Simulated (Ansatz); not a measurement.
**FH9Si4: density, localisation and related maps**

```yaml
atoms:
  - { symbol: Si, position_ang: [0.0121, -0.0758, 0.0051] }
  - { symbol: F, position_ang: [0.0434, -0.2751, 1.6388] }
  - { symbol: Si, position_ang: [2.2291, 0.0635, -0.7686] }
  - { symbol: H, position_ang: [2.9870, -1.1805, -0.4328] }
  - { symbol: H, position_ang: [2.1920, 0.2247, -2.2561] }
  - { symbol: H, position_ang: [2.9276, 1.2413, -0.1690] }
  - { symbol: Si, position_ang: [-1.1584, 1.9059, -0.4808] }
  - { symbol: H, position_ang: [-2.5708, 1.8229, 0.0020] }
  - { symbol: H, position_ang: [-0.4907, 3.0831, 0.1542] }
  - { symbol: H, position_ang: [-1.1618, 2.0903, -1.9662] }
  - { symbol: Si, position_ang: [-1.0750, -1.9301, -0.9502] }
  - { symbol: H, position_ang: [-2.4708, -2.0519, -0.4270] }
  - { symbol: H, position_ang: [-1.1258, -1.7253, -2.4328] }
  - { symbol: H, position_ang: [-0.3286, -3.1930, -0.6589] }
```

The calculation used RKS PBE0/def2-SVP in Ansatz.

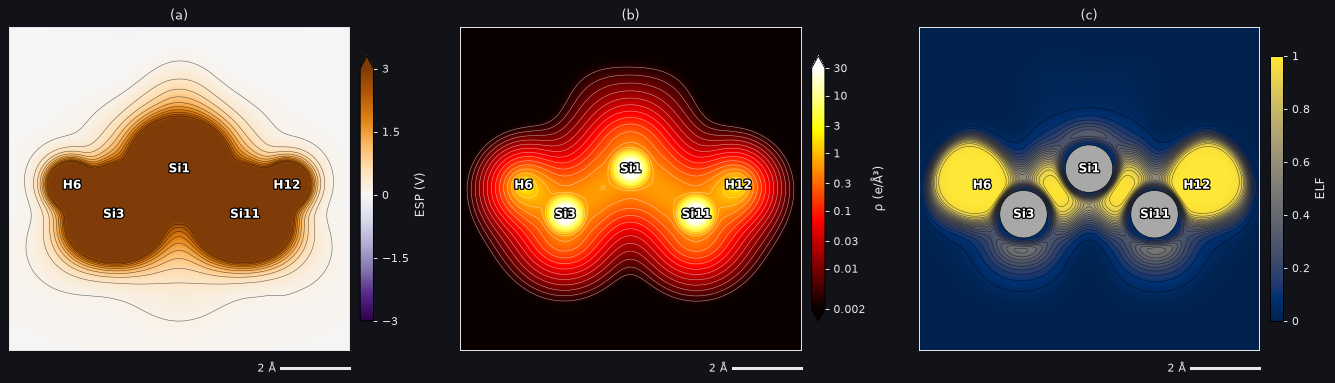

Figure 1. (a) electrostatic potential; (b) total electron density; (c) ELF on the plane of atoms Si3, Si1 and Si11. Grey discs cover the atomic cores in the ELF map.

### Read the bonding off the picture.

Atoms in the plane: Si and H.
Si–Si (2.35 Å): the density is about 0.64 e/Å³ at the midpoint; the ELF peaks at about 1 between the atoms (a covalent bond).
Si–H (1.49 Å): ρ is about 0.75 e/Å³ halfway; the ELF climbs to about 1 towards the hydrogen, as it does in any bond to H.
The potential has no marked negative region in this plane.

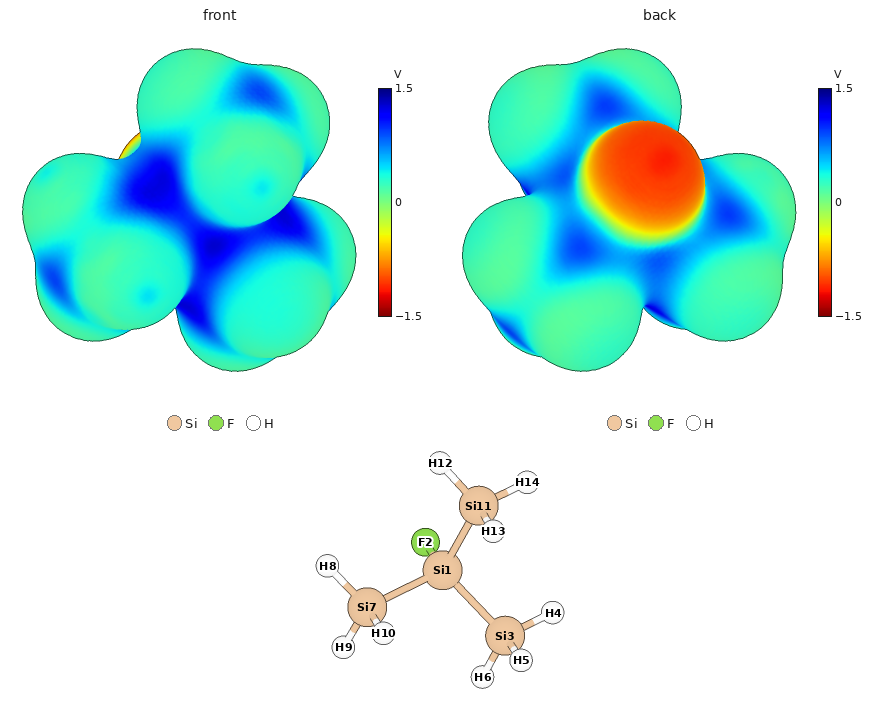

Figure 2. The molecular electrostatic potential painted on the density surface at 0.002 e/bohr³, seen from the front and from behind; the colour scale runs from red (negative) to blue (positive). The bare structure is drawn below in the same view.

### Describe the electrostatic potential map.

The most negative region (about −1.1 V) lies over F2, the most positive (about +1.2 V) over Si1, Si3, Si7 and Si11.

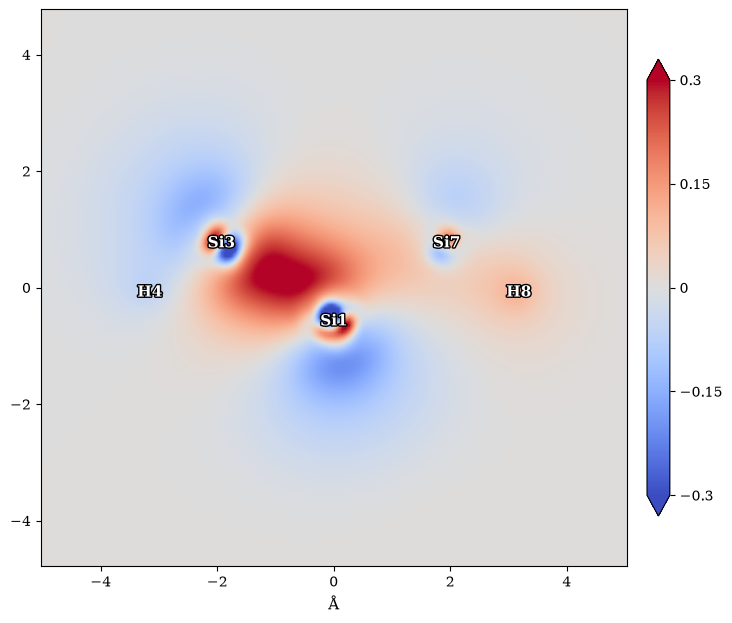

Figure 3. The HOMO on the plane of atoms Si1, Si7 and H8 (values in Å⁻³ᐟ²; the overall sign is arbitrary).

### Where does this orbital lie, and at what energy?

Its weight (Hirshfeld) is mainly on Si1 (about 30 %), Si3 (about 20 %), Si11 (about 20 %) and F2 (about 5 %). It is one of a degenerate set, so its orientation is arbitrary. Its energy is −7.94 eV.
